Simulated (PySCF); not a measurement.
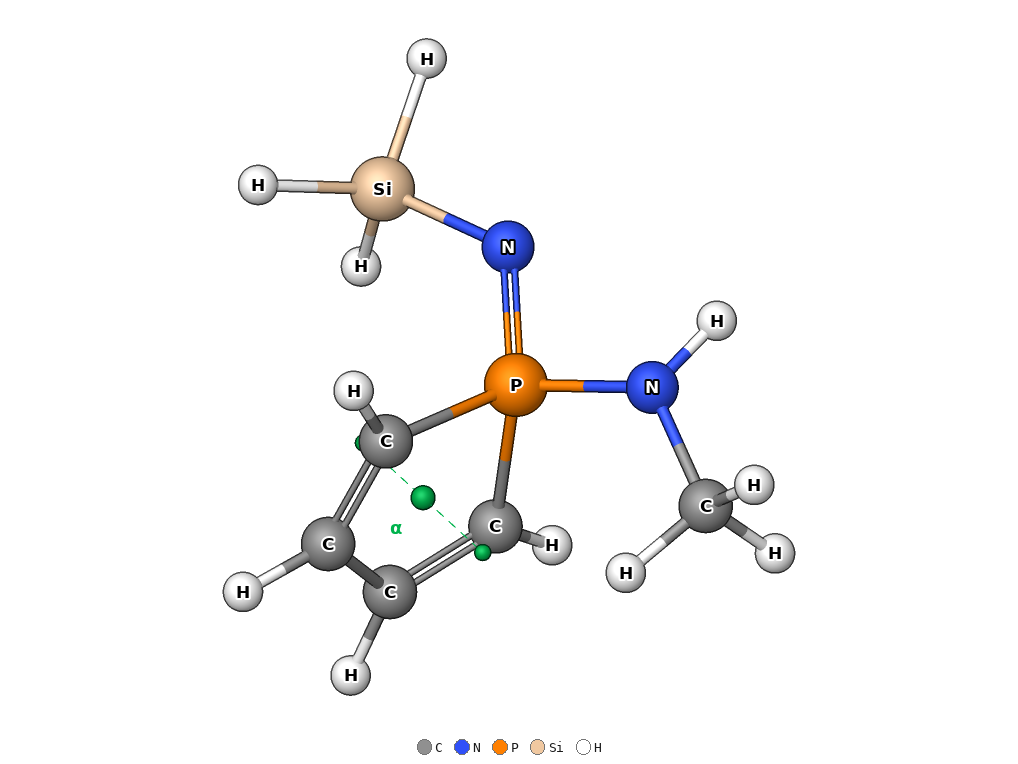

The small points mark where nucleus-independent chemical shifts (NICS) were computed: at the centre of each lettered ring and 1 Å above and below it. The geometry was computed by an optimisation with GFN2-xTB. No frequency run is at hand to confirm it as a minimum. Level of theory: GIAO PBE0/pcSseg-1 NMR shielding, non-relativistic, gas phase (PySCF 2.14.0).

Give NICS(0), NICS(1) and the out-of-plane component NICS(1)zz for each ring (means of the two sides).

```json
{"ring": "α", "members": "C4P", "NICS(0)": "1.6", "NICS(1)": "−0.8", "NICS(1)zz": "4.0"}
```

Values in ppm.

Question. What do the values say about the ring currents?

Answer. Ring α: weak, as in a non-aromatic ring. NICS is one index among several.

The geometry is semi-empirical. Around P, Si such bond lengths and angles can be off by a tenth of an ångström or more and by several degrees, and values that hang on the shape move with them.
